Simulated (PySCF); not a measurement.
# [Ho(OH)4]−: how tightly the ligands are held

Aim: take one ligand of each kind off [Ho(OH)4]−, with both parts rigid, and scan its distance from the metal. The species was built from a template and needn't be a known compound.

Computed with PySCF 2.14.0. Level: PBE0, Ho lcecp-1-SVP with ECP56, O def2-SVP, H def2-SVP; scalar-relativistic core potentials, no spin–orbit coupling.

1 further run of the same task is left out (for a known fault of the program).

## 1. The system as given

9 atoms, charge -1, spin multiplicity 1.

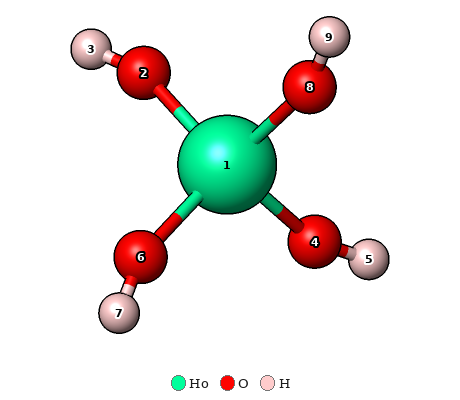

The geometry (holmium green, oxygen red, hydrogen pink); atoms are numbered from 1 in the order of the file.

As a file:

```xyz
9

Ho    0.0000    0.0000    0.0000
O     1.2292    1.2149    1.2005
H     1.9965    1.5123    1.6830
O    -1.2292   -1.2149    1.2005
H    -1.9965   -1.5123    1.6830
O     1.2149   -1.2292   -1.2005
H     1.5123   -1.9965   -1.6830
O    -1.2149    1.2292   -1.2005
H    -1.5123    1.9965   -1.6830
```

Formal oxidation states: Ho +3. Each metal's 10 4f electrons lie in its core potential, so multiplicities, spins and levels count the valence alone. An earlier session relaxed this geometry at PBE0, Ho lcecp-1-SVP with ECP56, O def2-SVP, H def2-SVP (singlet, point group D2).

## 2. OH taken off

The ligand (atoms 2, 3) keeps its formal charge and a closed shell where it can; ligand and rest are solved at the complex's geometry, in vacuum, with the settings of the relaxation.

| part | charge | state | energy (Eh) |
| --- | --- | --- | --- |
| complex | -1 | singlet | -340.672940 |
| ligand | -1 | singlet | -75.579100 |
| rest | 0 | singlet | -264.883261 |

Run time: 2 s. Hardware: 2 threads of Intel Xeon Platinum 8375C at 2.90GHz (Ice Lake), shared host.

## 3. Rigid scan of OH

Atoms 2, 3 move together along the line from atom 1; the distance is to the donor, the donors' midpoint or the ring centre. Each point starts from the density of the one before.

```csv
distance (Å),energy from the relaxed point (eV)
1.80,1.105
1.90,0.418
2.00,0.090
2.10,0.000
2.20,0.066
2.30,0.230
2.50,0.707
2.80,1.514
3.20,2.465
3.70,3.352
```

Run time: 25 s. Hardware: 2 threads of Intel Xeon Platinum 8375C at 2.90GHz (Ice Lake), shared host.

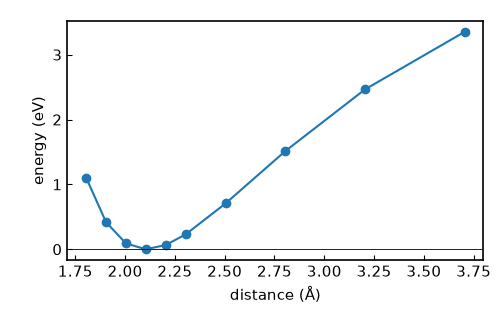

Energy along the rigid scan of OH.

## 4. Results

```
                   quantity       value
              taking off OH     5.73 eV
stiffness of the OH contact  15.6 eV/Å²
```

In words: Taking off OH as a fragment of charge -1 costs 5.73 eV. Near 2.10 Å the OH contact has a stiffness of about 15.6 eV/Å², and the energy stands 3.35 eV higher at 3.70 Å. The free anion is solved without diffuse functions, no counterpoise correction is made, and the parts aren't relaxed; each of these makes the binding look larger. The bases are small and lack diffuse functions. Spin–orbit coupling is left out.
